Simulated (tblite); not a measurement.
**Geometry relaxation of C3H12BNSi (part 2 of 2)**

The same run, continued: C3H12BNSi, SMILES C[Si]1(C)C[BH2-][NH2+]1; GFN2-xTB geometry optimisation, gas phase (tblite 0.8.0). It belongs to a series of runs on one base structure; here: C replaced by Si.

Geometry of the input (Å):
```
C  -1.1040  1.6718  0.7653
Si -0.4215  0.0843  0.0806
C  -1.6475  -1.0750  -0.6950
C  0.7827  -0.7471  1.2006
B  1.9153  -0.3975  0.1226
N  1.0207  0.3333  -0.9248
H  -0.2896  2.2895  1.1871
H  -1.8464  1.4510  1.5644
H  -1.6027  2.2331  -0.0511
H  -1.1383  -1.9735  -1.0759
H  -2.1629  -0.5525  -1.5402
H  -2.4150  -1.3761  0.0583
H  0.5961  -1.8440  1.3124
H  0.9279  -0.2187  2.1675
H  2.3990  -1.3731  -0.3488
H  2.7403  0.3392  0.5786
H  0.9684  -0.1788  -1.8258
H  1.2688  1.3403  -1.0143
```

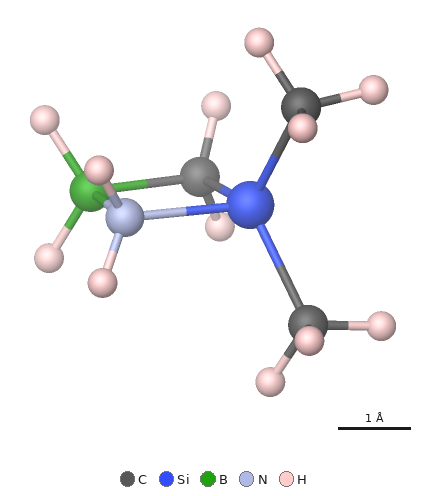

**Figure 1.** The geometry at step 33 of the log (ball-and-stick view, seen at a tilt).

### Trajectory as extended XYZ, continued
```
18
Properties=species:S:1:pos:R:3:forces:R:3 step=21 energy=-501.14170
C    -1.1535    1.7086    0.7397    0.0060  -0.0100   0.0070
Si   -0.4501    0.0073    0.2395    0.0870   0.0320  -0.0850
C    -1.7027   -1.0550   -0.7306    0.0060  -0.0020   0.0070
C     0.8720   -0.8119    1.2898    0.0280  -0.0270   0.0270
B     2.0275   -0.4395    0.1605   -0.0540   0.0380  -0.0400
N     0.9668    0.3316   -0.8964   -0.1340   0.0470  -0.0420
H    -0.3673    2.3410    1.1423    0.0040  -0.0080  -0.0190
H    -1.9028    1.5987    1.5174   -0.0090  -0.0260  -0.0300
H    -1.6182    2.2402   -0.0874    0.0170  -0.0540  -0.0090
H    -1.2193   -1.9403   -1.1334    0.0150   0.0110  -0.0030
H    -2.1646   -0.5232   -1.5591    0.0300   0.0350   0.0360
H    -2.5003   -1.3968   -0.0785    0.0040   0.0410   0.0050
H     0.7205   -1.8754    1.4519   -0.0020  -0.0160   0.0650
H     1.0175   -0.3568    2.2656    0.0000  -0.0410   0.0380
H     2.4778   -1.3741   -0.4182    0.0100   0.0400   0.0400
H     2.8218    0.3722    0.5077   -0.0030  -0.0540  -0.0050
H     0.9434   -0.1194   -1.8020    0.0020   0.0170   0.0130
H     1.2227    1.2991   -1.0471   -0.0050  -0.0240  -0.0070
18
Properties=species:S:1:pos:R:3:forces:R:3 step=22 energy=-501.14362
C    -1.1537    1.7031    0.7374   -0.0170   0.0560   0.0240
Si   -0.4475    0.0036    0.2458    0.0680   0.0260  -0.0720
C    -1.7008   -1.0502   -0.7275   -0.0410  -0.0400  -0.0340
C     0.8764   -0.8142    1.2926    0.0310  -0.0420   0.0500
B     2.0262   -0.4394    0.1605   -0.0110   0.0420  -0.0570
N     0.9626    0.3315   -0.8946   -0.1120   0.0410  -0.0390
H    -0.3703    2.3401    1.1373    0.0200  -0.0040  -0.0090
H    -1.9069    1.6033    1.5124   -0.0060  -0.0490  -0.0220
H    -1.6152    2.2294   -0.0945    0.0120  -0.0490  -0.0260
H    -1.2206   -1.9348   -1.1350    0.0250  -0.0020  -0.0030
H    -2.1576   -0.5128   -1.5551    0.0300   0.0440   0.0270
H    -2.5049   -1.3940   -0.0845    0.0160   0.0460   0.0270
H     0.7277   -1.8776    1.4563   -0.0090  -0.0290   0.0510
H     1.0246   -0.3615    2.2688   -0.0010  -0.0210   0.0410
H     2.4766   -1.3737   -0.4200    0.0060   0.0540   0.0460
H     2.8208    0.3738    0.5067   -0.0130  -0.0660  -0.0130
H     0.9371   -0.1200   -1.8001    0.0060   0.0260   0.0190
H     1.2167    1.2997   -1.0448   -0.0050  -0.0350  -0.0100
18
Properties=species:S:1:pos:R:3:forces:R:3 step=24 energy=-501.14671
C    -1.1542    1.6960    0.7344   -0.0130   0.0680   0.0090
Si   -0.4404   -0.0014    0.2531   -0.0400  -0.0160   0.0370
C    -1.6987   -1.0438   -0.7236   -0.0350  -0.0370  -0.0490
C     0.8849   -0.8197    1.2993   -0.0070  -0.0230   0.0330
B     2.0230   -0.4374    0.1580    0.0180   0.0110  -0.0170
N     0.9519    0.3330   -0.8935    0.0010   0.0070  -0.0160
H    -0.3734    2.3382    1.1289    0.0250   0.0180   0.0120
H    -1.9141    1.6072    1.5034    0.0000  -0.0660  -0.0040
H    -1.6098    2.2089   -0.1082   -0.0010  -0.0170  -0.0400
H    -1.2210   -1.9261   -1.1375    0.0160  -0.0250  -0.0090
H    -2.1445   -0.4927   -1.5474    0.0140   0.0400  -0.0030
H    -2.5113   -1.3867   -0.0918    0.0270   0.0400   0.0490
H     0.7381   -1.8831    1.4665   -0.0090  -0.0240   0.0150
H     1.0357   -0.3700    2.2768    0.0010   0.0060   0.0190
H     2.4742   -1.3707   -0.4212    0.0070   0.0430   0.0140
H     2.8177    0.3738    0.5047   -0.0030  -0.0340  -0.0230
H     0.9266   -0.1193   -1.7975    0.0000   0.0110  -0.0110
H     1.2064    1.3002   -1.0430   -0.0010  -0.0010  -0.0150
18
Properties=species:S:1:pos:R:3:forces:R:3 step=26 energy=-501.14794
C    -1.1545    1.6965    0.7338    0.0140  -0.0100  -0.0130
Si   -0.4393   -0.0034    0.2563   -0.0420  -0.0180   0.0470
C    -1.6989   -1.0434   -0.7244    0.0220   0.0100   0.0000
C     0.8869   -0.8226    1.3030   -0.0260   0.0060  -0.0060
B     2.0217   -0.4361    0.1564   -0.0210  -0.0090   0.0220
N     0.9483    0.3342   -0.8944    0.0250  -0.0140   0.0160
H    -0.3726    2.3383    1.1272   -0.0040   0.0250   0.0120
H    -1.9161    1.6034    1.5004    0.0050  -0.0340  -0.0040
H    -1.6081    2.2013   -0.1147   -0.0030   0.0060  -0.0170
H    -1.2198   -1.9249   -1.1384   -0.0140  -0.0200  -0.0130
H    -2.1396   -0.4841   -1.5451    0.0000   0.0130  -0.0150
H    -2.5113   -1.3817   -0.0903    0.0170   0.0200   0.0260
H     0.7398   -1.8864    1.4713   -0.0010  -0.0040   0.0010
H     1.0383   -0.3724    2.2809    0.0010   0.0030  -0.0030
H     2.4734   -1.3675   -0.4208    0.0160   0.0050  -0.0170
H     2.8161    0.3721    0.5032    0.0190   0.0080  -0.0120
H     0.9236   -0.1177   -1.7983   -0.0050  -0.0020  -0.0160
H     1.2033    1.3008   -1.0445   -0.0010   0.0140  -0.0070
18
Properties=species:S:1:pos:R:3:forces:R:3 step=28 energy=-501.14838
C    -1.1540    1.6967    0.7331    0.0080  -0.0170  -0.0090
Si   -0.4411   -0.0049    0.2597    0.0140   0.0030  -0.0080
C    -1.6983   -1.0431   -0.7251    0.0150   0.0130   0.0080
C     0.8861   -0.8234    1.3043   -0.0060   0.0020  -0.0020
B     2.0204   -0.4360    0.1569   -0.0090  -0.0030   0.0060
N     0.9479    0.3340   -0.8941    0.0040  -0.0100   0.0180
H    -0.3727    2.3397    1.1272   -0.0230   0.0120   0.0030
H    -1.9163    1.6001    1.4990    0.0070  -0.0100  -0.0090
H    -1.6076    2.1990   -0.1176    0.0030   0.0050   0.0050
H    -1.2203   -1.9256   -1.1394   -0.0250  -0.0030  -0.0060
H    -2.1378   -0.4807   -1.5449    0.0020  -0.0060  -0.0030
H    -2.5100   -1.3787   -0.0884    0.0100   0.0100   0.0040
H     0.7403   -1.8875    1.4728   -0.0010   0.0010   0.0000
H     1.0391   -0.3730    2.2818   -0.0020   0.0020  -0.0030
H     2.4741   -1.3659   -0.4214    0.0070  -0.0030  -0.0130
H     2.8165    0.3716    0.5019    0.0080   0.0100  -0.0030
H     0.9225   -0.1172   -1.7990   -0.0050   0.0040   0.0100
H     1.2023    1.3013   -1.0451   -0.0070  -0.0090   0.0030
18
Properties=species:S:1:pos:R:3:forces:R:3 step=29 energy=-501.14848
C    -1.1537    1.6963    0.7326    0.0010  -0.0050  -0.0040
Si   -0.4413   -0.0053    0.2606    0.0250   0.0070  -0.0210
C    -1.6977   -1.0426   -0.7250    0.0030   0.0060   0.0020
C     0.8857   -0.8236    1.3046    0.0050  -0.0030   0.0030
B     2.0199   -0.4361    0.1572    0.0070   0.0000  -0.0030
N     0.9479    0.3337   -0.8935   -0.0010  -0.0050   0.0100
H    -0.3735    2.3404    1.1272   -0.0220   0.0070   0.0020
H    -1.9162    1.5993    1.4983    0.0050  -0.0080  -0.0090
H    -1.6073    2.1984   -0.1183    0.0040   0.0020   0.0070
H    -1.2211   -1.9257   -1.1399   -0.0220   0.0010  -0.0030
H    -2.1372   -0.4798   -1.5448    0.0040  -0.0070   0.0020
H    -2.5096   -1.3777   -0.0881    0.0090   0.0100   0.0020
H     0.7407   -1.8877    1.4731   -0.0030   0.0000   0.0000
H     1.0396   -0.3732    2.2819   -0.0030   0.0030   0.0000
H     2.4745   -1.3656   -0.4219    0.0020   0.0000  -0.0070
H     2.8169    0.3717    0.5014   -0.0010   0.0030  -0.0020
H     0.9219   -0.1172   -1.7987   -0.0040   0.0040   0.0160
H     1.2017    1.3011   -1.0450   -0.0070  -0.0140   0.0060
18
Properties=species:S:1:pos:R:3:forces:R:3 step=31 energy=-501.14867
C    -1.1532    1.6952    0.7315   -0.0080   0.0120   0.0030
Si   -0.4402   -0.0058    0.2613    0.0180   0.0040  -0.0160
C    -1.6966   -1.0413   -0.7248   -0.0130  -0.0060  -0.0070
C     0.8859   -0.8243    1.3054    0.0210  -0.0060   0.0040
B     2.0196   -0.4362    0.1574    0.0280  -0.0010  -0.0080
N     0.9478    0.3327   -0.8917    0.0010   0.0050  -0.0090
H    -0.3761    2.3421    1.1272   -0.0090   0.0020   0.0020
H    -1.9162    1.5972    1.4963   -0.0040  -0.0080  -0.0060
H    -1.6066    2.1970   -0.1196   -0.0010  -0.0020   0.0020
H    -1.2240   -1.9259   -1.1410   -0.0100   0.0010   0.0020
H    -2.1357   -0.4781   -1.5446    0.0010  -0.0020   0.0040
H    -2.5085   -1.3751   -0.0874    0.0010   0.0110   0.0030
H     0.7414   -1.8884    1.4739   -0.0040   0.0000   0.0010
H     1.0404   -0.3734    2.2823   -0.0040   0.0020   0.0030
H     2.4753   -1.3649   -0.4233   -0.0050   0.0030   0.0030
H     2.8175    0.3721    0.5004   -0.0110  -0.0050   0.0010
H     0.9204   -0.1169   -1.7973   -0.0010  -0.0070   0.0090
H     1.2000    1.3002   -1.0442    0.0000  -0.0020   0.0100
18
Properties=species:S:1:pos:R:3:forces:R:3 step=33 energy=-501.14879
C    -1.1532    1.6949    0.7308   -0.0040   0.0010   0.0010
Si   -0.4383   -0.0059    0.2606   -0.0020  -0.0030   0.0050
C    -1.6964   -1.0406   -0.7249   -0.0040   0.0000   0.0000
C     0.8871   -0.8250    1.3060    0.0130   0.0010  -0.0060
B     2.0208   -0.4365    0.1573    0.0110  -0.0040   0.0020
N     0.9482    0.3322   -0.8910    0.0050   0.0060  -0.0120
H    -0.3783    2.3436    1.1276    0.0000   0.0010   0.0050
H    -1.9164    1.5950    1.4949   -0.0110  -0.0070  -0.0030
H    -1.6063    2.1964   -0.1204   -0.0060   0.0000  -0.0030
H    -1.2266   -1.9262   -1.1417   -0.0010  -0.0040   0.0020
H    -2.1349   -0.4772   -1.5445   -0.0060   0.0050   0.0000
H    -2.5076   -1.3727   -0.0862   -0.0080   0.0090   0.0050
H     0.7413   -1.8890    1.4745    0.0000   0.0030   0.0010
H     1.0405   -0.3734    2.2828    0.0000  -0.0020  -0.0010
H     2.4755   -1.3644   -0.4242    0.0010  -0.0050   0.0010
H     2.8174    0.3724    0.4998    0.0010   0.0010   0.0050
H     0.9195   -0.1170   -1.7962    0.0030  -0.0140  -0.0070
H     1.1990    1.2997   -1.0435    0.0080   0.0130   0.0060
18
Properties=species:S:1:pos:R:3:forces:R:3 step=35 energy=-501.14887
C    -1.1535    1.6949    0.7306   -0.0010  -0.0090  -0.0010
Si   -0.4372   -0.0059    0.2602   -0.0060  -0.0010   0.0050
C    -1.6965   -1.0403   -0.7251    0.0030   0.0060   0.0070
C     0.8886   -0.8252    1.3058   -0.0060   0.0050  -0.0060
B     2.0223   -0.4369    0.1573   -0.0090  -0.0010   0.0030
N     0.9490    0.3324   -0.8915    0.0040   0.0000  -0.0010
H    -0.3797    2.3444    1.1283   -0.0020  -0.0020   0.0040
H    -1.9173    1.5930    1.4938   -0.0100  -0.0030  -0.0030
H    -1.6067    2.1963   -0.1207   -0.0050  -0.0020  -0.0020
H    -1.2283   -1.9268   -1.1418   -0.0020  -0.0020   0.0040
H    -2.1351   -0.4768   -1.5444   -0.0060   0.0050   0.0000
H    -2.5075   -1.3706   -0.0851   -0.0090   0.0060   0.0030
H     0.7410   -1.8890    1.4750    0.0060   0.0030  -0.0010
H     1.0402   -0.3735    2.2830    0.0050  -0.0020  -0.0040
H     2.4758   -1.3646   -0.4247    0.0080  -0.0100  -0.0020
H     2.8174    0.3726    0.4999    0.0120   0.0050   0.0060
H     0.9194   -0.1180   -1.7962    0.0070  -0.0030  -0.0080
H     1.1993    1.3003   -1.0428    0.0090   0.0050  -0.0030
18
Properties=species:S:1:pos:R:3:forces:R:3 step=36 energy=-501.14891
C    -1.1537    1.6948    0.7304   -0.0020  -0.0080  -0.0010
Si   -0.4368   -0.0060    0.2602   -0.0030   0.0020   0.0000
C    -1.6966   -1.0401   -0.7250    0.0010   0.0050   0.0060
C     0.8891   -0.8252    1.3057   -0.0110   0.0040  -0.0030
B     2.0229   -0.4372    0.1574   -0.0090   0.0020  -0.0010
N     0.9494    0.3325   -0.8919    0.0030  -0.0030   0.0040
H    -0.3804    2.3447    1.1287   -0.0050  -0.0050   0.0030
H    -1.9179    1.5921    1.4933   -0.0080  -0.0020  -0.0030
H    -1.6069    2.1961   -0.1209   -0.0030  -0.0030   0.0000
H    -1.2291   -1.9271   -1.1417   -0.0030   0.0010   0.0060
H    -2.1353   -0.4764   -1.5444   -0.0030   0.0040   0.0020
H    -2.5077   -1.3694   -0.0846   -0.0070   0.0050   0.0010
H     0.7410   -1.8889    1.4752    0.0070   0.0010  -0.0030
H     1.0403   -0.3737    2.2830    0.0070   0.0000  -0.0040
H     2.4761   -1.3648   -0.4249    0.0080  -0.0070   0.0000
H     2.8176    0.3727    0.5001    0.0110   0.0020   0.0040
H     0.9195   -0.1186   -1.7963    0.0090   0.0060  -0.0030
H     1.1996    1.3007   -1.0424    0.0080  -0.0040  -0.0080
18
Properties=species:S:1:pos:R:3:forces:R:3 step=38 energy=-501.14899
C    -1.1544    1.6939    0.7300   -0.0090   0.0020   0.0010
Si   -0.4361   -0.0060    0.2602    0.0020   0.0060  -0.0120
C    -1.6969   -1.0391   -0.7244   -0.0100   0.0010   0.0000
C     0.8899   -0.8251    1.3051   -0.0080  -0.0020   0.0050
B     2.0238   -0.4375    0.1574    0.0040   0.0060  -0.0080
N     0.9503    0.3327   -0.8924    0.0030  -0.0050   0.0080
H    -0.3826    2.3451    1.1298   -0.0090  -0.0100   0.0010
H    -1.9200    1.5897    1.4915   -0.0030   0.0000  -0.0030
H    -1.6077    2.1953   -0.1216    0.0020  -0.0060   0.0020
H    -1.2314   -1.9275   -1.1411   -0.0060   0.0080   0.0100
H    -2.1356   -0.4751   -1.5439    0.0040   0.0000   0.0060
H    -2.5087   -1.3662   -0.0834   -0.0020   0.0030  -0.0020
H     0.7418   -1.8885    1.4754    0.0050  -0.0040  -0.0070
H     1.0411   -0.3741    2.2826    0.0080   0.0050  -0.0020
H     2.4775   -1.3657   -0.4254    0.0020   0.0070   0.0090
H     2.8189    0.3730    0.5006    0.0000  -0.0110  -0.0020
H     0.9203   -0.1196   -1.7967    0.0110   0.0190   0.0060
H     1.2009    1.3011   -1.0421    0.0040  -0.0190  -0.0130
18
Properties=species:S:1:pos:R:3:forces:R:3 step=40 energy=-501.14922
C    -1.1572    1.6915    0.7290   -0.0150   0.0120   0.0030
Si   -0.4339   -0.0057    0.2593    0.0070   0.0010  -0.0120
C    -1.6985   -1.0361   -0.7227   -0.0210  -0.0030  -0.0060
C     0.8915   -0.8250    1.3040    0.0140  -0.0090   0.0090
B     2.0267   -0.4380    0.1567    0.0210   0.0030  -0.0050
N     0.9534    0.3323   -0.8928    0.0050  -0.0030   0.0040
H    -0.3897    2.3452    1.1330   -0.0130  -0.0130   0.0000
H    -1.9265    1.5832    1.4863    0.0030   0.0010   0.0010
H    -1.6096    2.1921   -0.1236    0.0070  -0.0030   0.0000
H    -1.2384   -1.9280   -1.1383   -0.0090   0.0150   0.0130
H    -2.1364   -0.4712   -1.5422    0.0100  -0.0040   0.0040
H    -2.5118   -1.3568   -0.0801    0.0050  -0.0020  -0.0020
H     0.7446   -1.8883    1.4753   -0.0010  -0.0070  -0.0110
H     1.0443   -0.3745    2.2815    0.0030   0.0120   0.0000
H     2.4815   -1.3675   -0.4258   -0.0100   0.0310   0.0210
H     2.8227    0.3727    0.5018   -0.0180  -0.0290  -0.0150
H     0.9238   -0.1203   -1.7970    0.0100   0.0220   0.0090
H     1.2047    1.3006   -1.0426    0.0020  -0.0230  -0.0130
18
Properties=species:S:1:pos:R:3:forces:R:3 step=42 energy=-501.14953
C    -1.1622    1.6884    0.7276   -0.0070   0.0000  -0.0020
Si   -0.4306   -0.0053    0.2572    0.0060  -0.0090   0.0080
C    -1.7019   -1.0318   -0.7203   -0.0080   0.0040   0.0010
C     0.8947   -0.8250    1.3027    0.0250  -0.0060   0.0020
B     2.0316   -0.4386    0.1557    0.0040  -0.0050   0.0130
N     0.9586    0.3312   -0.8929    0.0030   0.0010  -0.0050
H    -0.4006    2.3445    1.1379   -0.0090  -0.0050   0.0020
H    -1.9358    1.5738    1.4794    0.0030   0.0020   0.0070
H    -1.6122    2.1879   -0.1266    0.0060   0.0070  -0.0050
H    -1.2489   -1.9280   -1.1333   -0.0070   0.0070   0.0060
H    -2.1371   -0.4659   -1.5400    0.0070  -0.0030  -0.0090
H    -2.5163   -1.3438   -0.0752    0.0010  -0.0070   0.0030
H     0.7485   -1.8885    1.4742   -0.0060  -0.0030  -0.0100
H     1.0490   -0.3741    2.2797   -0.0040   0.0090  -0.0020
H     2.4868   -1.3684   -0.4252   -0.0080   0.0250   0.0130
H     2.8273    0.3708    0.5028   -0.0120  -0.0190  -0.0160
H     0.9297   -0.1198   -1.7974    0.0040   0.0010  -0.0040
H     1.2107    1.2987   -1.0446    0.0030   0.0010  -0.0030
18
Properties=species:S:1:pos:R:3:forces:R:3 step=43 energy=-501.14961
C    -1.1635    1.6877    0.7273   -0.0010  -0.0070  -0.0030
Si   -0.4297   -0.0053    0.2568    0.0030  -0.0080   0.0120
C    -1.7029   -1.0308   -0.7198    0.0010   0.0060   0.0050
C     0.8959   -0.8252    1.3024    0.0150  -0.0020   0.0000
B     2.0327   -0.4388    0.1558   -0.0080  -0.0050   0.0140
N     0.9599    0.3310   -0.8929    0.0000   0.0020  -0.0060
H    -0.4032    2.3442    1.1390   -0.0050  -0.0020   0.0030
H    -1.9377    1.5718    1.4781    0.0000   0.0010   0.0060
H    -1.6126    2.1872   -0.1273    0.0040   0.0080  -0.0060
H    -1.2513   -1.9278   -1.1320   -0.0040   0.0010   0.0030
H    -2.1371   -0.4649   -1.5398    0.0040  -0.0010  -0.0110
H    -2.5173   -1.3412   -0.0741   -0.0020  -0.0060   0.0040
H     0.7491   -1.8886    1.4736   -0.0040  -0.0010  -0.0070
H     1.0499   -0.3737    2.2793   -0.0050   0.0050  -0.0010
H     2.4877   -1.3679   -0.4247   -0.0030   0.0100   0.0040
H     2.8280    0.3699    0.5027   -0.0010  -0.0050  -0.0100
H     0.9312   -0.1195   -1.7976    0.0020  -0.0070  -0.0080
H     1.2121    1.2982   -1.0453    0.0040   0.0090   0.0010
18
Properties=species:S:1:pos:R:3:forces:R:3 step=45 energy=-501.14966
C    -1.1641    1.6872    0.7270    0.0010  -0.0040  -0.0010
Si   -0.4291   -0.0056    0.2571    0.0010  -0.0010   0.0030
C    -1.7033   -1.0301   -0.7193    0.0020   0.0020   0.0030
C     0.8969   -0.8254    1.3024   -0.0040   0.0000   0.0020
B     2.0328   -0.4391    0.1564   -0.0060   0.0010   0.0020
N     0.9603    0.3311   -0.8933   -0.0030   0.0020  -0.0030
H    -0.4044    2.3439    1.1396   -0.0010  -0.0010   0.0030
H    -1.9383    1.5710    1.4779   -0.0020   0.0010   0.0010
H    -1.6124    2.1874   -0.1276    0.0040   0.0020  -0.0020
H    -1.2525   -1.9277   -1.1312   -0.0010  -0.0020   0.0020
H    -2.1369   -0.4647   -1.5402    0.0030   0.0000  -0.0050
H    -2.5176   -1.3405   -0.0734   -0.0030  -0.0010   0.0010
H     0.7491   -1.8887    1.4730    0.0000  -0.0020  -0.0020
H     1.0499   -0.3732    2.2791   -0.0020   0.0010   0.0020
H     2.4879   -1.3671   -0.4242    0.0010  -0.0050  -0.0040
H     2.8281    0.3692    0.5020    0.0070   0.0070  -0.0030
H     0.9320   -0.1196   -1.7981    0.0010  -0.0040  -0.0030
H     1.2130    1.2983   -1.0455    0.0020   0.0050   0.0020
```

### Summary

- outcome: converged
- total energy: −501.1497 eV
- hardware: 1 CPU thread, shared host
- peak memory: 0.18 GiB
